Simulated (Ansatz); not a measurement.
Band structure of TiZn3 (P6_3/mmc, 8 atoms in the cell).

```
CELL_PARAMETERS angstrom
      5.58929     0.00000     0.00000
     -2.79464     4.84047     0.00000
      0.00000     0.00000     4.31574
ATOMIC_POSITIONS crystal
  Ti 0.66667 0.33333 0.25000
  Ti 0.33333 0.66667 0.75000
  Zn 0.32954 0.16477 0.75000
  Zn 0.67046 0.83523 0.25000
  Zn 0.16477 0.32954 0.25000
  Zn 0.83523 0.67046 0.75000
  Zn 0.83523 0.16477 0.75000
  Zn 0.16477 0.83523 0.25000
```

Level of theory: PBEsol, PAW files made with PBE (plane waves; Ansatz, a program for electronic structure).

Settings: kpoints.mp_grid.grid = 5 5 5; hamiltonian.xc = pbesol; hamiltonian.pseudopotentials = {kind: paw} (an earlier, softer set of the program's PAW files); scf.occupations.method = gaussian; scf.occupations.width = 0.1 eV; kpoints.band_path.npoints = 8.

The starting cell comes from a database of computed structures (which also holds hypothetical and non-ambient phases and stackings), without a prior relaxation at this level. Its lattice was rescaled by a random factor within 2.5 % of one. Spin polarisation is off.

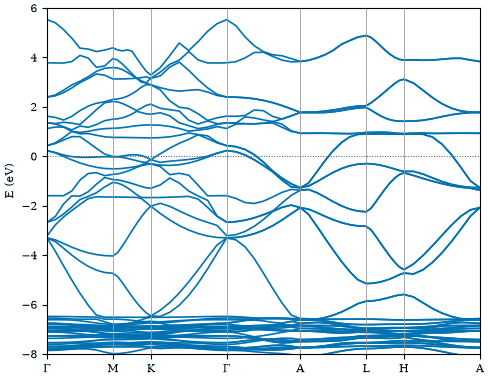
Fig. 1. Bands along the path, energies from the Fermi level.

Levels in eV from the Fermi level, bands 45 to 52:
| point | 45 | 46 | 47 | 48 | 49 | 50 | 51 | 52 |
|---|---|---|---|---|---|---|---|---|
| Γ | -2.67 | -1.59 | 0.23 | 0.23 | 0.43 | 0.43 | 1.12 | 1.35 |
| M | -0.94 | -0.73 | -0.51 | -0.03 | -0.01 | 0.76 | 1.13 | 1.50 |
| K | -1.30 | -0.31 | -0.31 | -0.14 | -0.14 | 0.74 | 1.27 | 1.70 |
| A | -1.37 | -1.37 | -1.28 | -1.28 | -1.28 | -1.28 | 0.93 | 0.93 |
| L | -2.25 | -2.25 | -0.30 | -0.30 | 0.90 | 0.90 | 0.96 | 0.96 |
| H | -0.67 | -0.67 | -0.61 | -0.61 | 0.89 | 0.89 | 0.92 | 0.92 |

Bands cross the Fermi level along this path, so the cell is metallic at this level.

Keys are those of Ansatz 0.2.
